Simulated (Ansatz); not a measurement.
# Predicting a hybrid from its neighbours: BrF (bromine fluoride)

BrF has 2 atoms, charge 0, and is taken as a singlet. As SMILES, `FBr`. Geometry: relaxed at PBE0-D4/def2-TZVP.

The electronic atomisation energy y, in eV, basis cc-pVTZ; a is the functional's share of exact exchange. Programs: Ansatz 0.2.0.

```
functional  program     a  y (eV)
    r2SCAN   Ansatz     0    2.70
    revPBE   Ansatz     0    2.83
     B3LYP   Ansatz   0.2    2.64
      PBE0   Ansatz  0.25       ?
   r2SCAN0   Ansatz  0.25    2.31
     BHLYP   Ansatz   0.5    2.06
```

Task: Fit y = c + s·a to the known rows and predict PBE0.

Result: 
1. Means of the 5 rows: a = 0.1900, y = 2.508.
2. Σ(Δa)² = 0.172, Σ(Δa·Δy) = -0.2471, so the slope is -0.2471/0.172 = -1.4366.
3. Intercept: 2.508 − (-1.4366) × 0.1900 = 2.781. The largest residual of the fit is 0.15.
4. PBE0: 2.781 + (-1.4366) × 0.25 = 2.42 eV.

The run gave 2.62 eV, so the prediction is off by -0.20 eV, about the scatter of the fit. Spin-orbit coupling is left out.

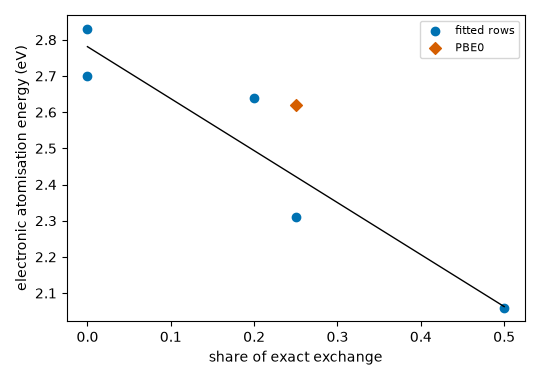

The fitted line, with the withheld row.
